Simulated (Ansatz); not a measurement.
# A computed series for Re: response to strain

Start from Re in the hcp (Mg type) structure (space group P6_3/mmc, No. 194; relaxed with 0.1 eV smearing).

```yaml
crystal:
  lattice:
    - [2.75189, 0.00000, 0.00000]
    - [-1.37595, 2.38321, 0.00000]
    - [0.00000, 0.00000, 4.44007]
  atoms:
    - { symbol: Re, position: [0.66667, 0.33333, 0.75000] }
    - { symbol: Re, position: [0.33333, 0.66667, 0.25000] }
```

Strains are applied to the cell and any free atomic positions relax.

Level of theory: PBEsol (Ansatz, a first-principles code, PAW, no spin-orbit coupling).

Notes on the quantities. energy relative to the base: free energy F.

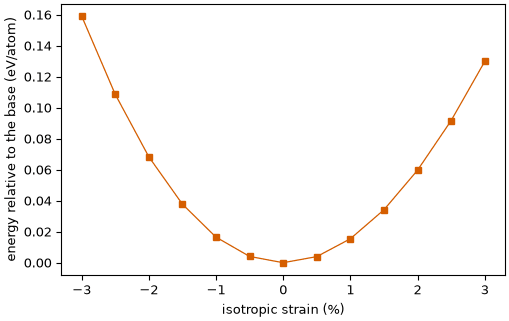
*Energy relative to the base against isotropic strain*

```tsv
isotropic strain (%)	energy relative to the base
-3	+159 meV/atom
-2.5	+109 meV/atom
-2	+68 meV/atom
-1.5	+38 meV/atom
-1	+17 meV/atom
-0.5	+4.1 meV/atom
0.5	+3.9 meV/atom
1	+15 meV/atom
1.5	+34 meV/atom
2	+60 meV/atom
2.5	+92 meV/atom
3	+130 meV/atom
```

Whether these cells are dynamically stable was not tested. All final runs are without spin polarisation.
